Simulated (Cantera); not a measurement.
Feed: 1 mol AlN, a varied amount of H₂O, equilibrated at 1850 K and 29.0 Pa.

Cantera equilibrium calculation (NASA polynomials, part measured and part estimated; ideal gas, pure solids and liquids). Candidate condensed phases: Al, AlN, Al₂O₃, H₂O; 35 gas species. Equilibrium is a limit: real reactors are often held back by kinetics, nucleation or transport.

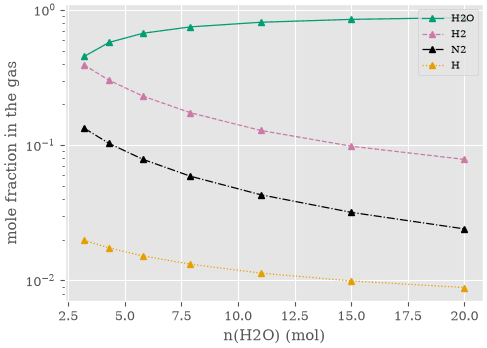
Figure: Equilibrium gas composition (values under 1e-9 drawn at 1e-9)

Q: Read off the mole fractions at 3.2 mol H₂O.

A: H₂O about 0.45, H₂ about 0.39, N₂ about 0.13, H about 0.020.
